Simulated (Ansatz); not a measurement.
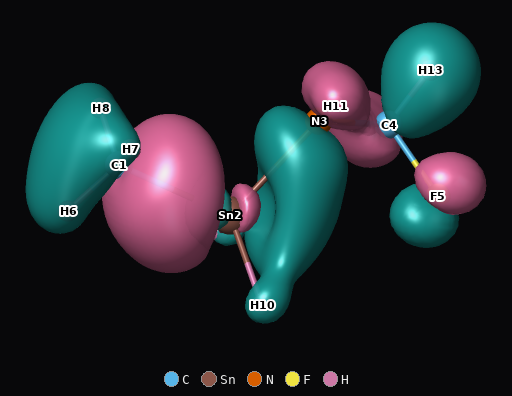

C₂H₈FNSn. The HOMO−1 at ±0.1 Å⁻³ᐟ² (teal and pink are the two phases), seen at a tilt.

Core potentials replace the inner electrons of Sn.

All numbers below come from RKS PBE0-D4/def2-SVP (Ansatz).

Input

```
crystal:
  periodic: [false, false, false]
  atoms:
    - { symbol: C, position_ang: [-1.8529, -0.0303, -0.5458] }
    - { symbol: Sn, position_ang: [-0.306, -1.2198, 0.1626] }
    - { symbol: "N", position_ang: [1.1105, -0.0241, 1.0234] }
    - { symbol: C, position_ang: [1.7562, 0.8833, 0.0195] }
    - { symbol: F, position_ang: [2.6589, 1.6659, 0.5713] }
    - { symbol: H, position_ang: [-2.6987, -0.6119, -0.9862] }
    - { symbol: H, position_ang: [-2.2881, 0.6124, 0.2859] }
    - { symbol: H, position_ang: [-1.4779, 0.7152, -1.3485] }
    - { symbol: H, position_ang: [0.4047, -2.0839, -1.1317] }
    - { symbol: H, position_ang: [-0.9243, -2.3386, 1.3755] }
    - { symbol: H, position_ang: [0.6472, 0.5585, 1.777] }
    - { symbol: H, position_ang: [2.1606, 0.2911, -0.7817] }
    - { symbol: H, position_ang: [0.8303, 1.5474, -0.4066] }
basis:
  gaussian: { orbitals: def2-SVP }
hamiltonian:
  xc: pbe0
  dispersion: d4
relax:
  f_tol: 0.015
  max_steps: 40
output:
  orbitals: {}
```

Launched as:

```sh
ansatz run input.yaml --threads 2 --pin off --max-ram 3072MiB --backend cpu --events-out ev --progress --plain --runs-dir out
```

The fields are those of the relaxed geometry.

What is the character of this orbital?

It lies mainly on C1 (about 30 %), Sn2 (about 20 %), N3 (about 10 %), C4 (about 10 %), F5 (about 5 %) and H13 (about 5 %). Its energy is −8.49 eV.
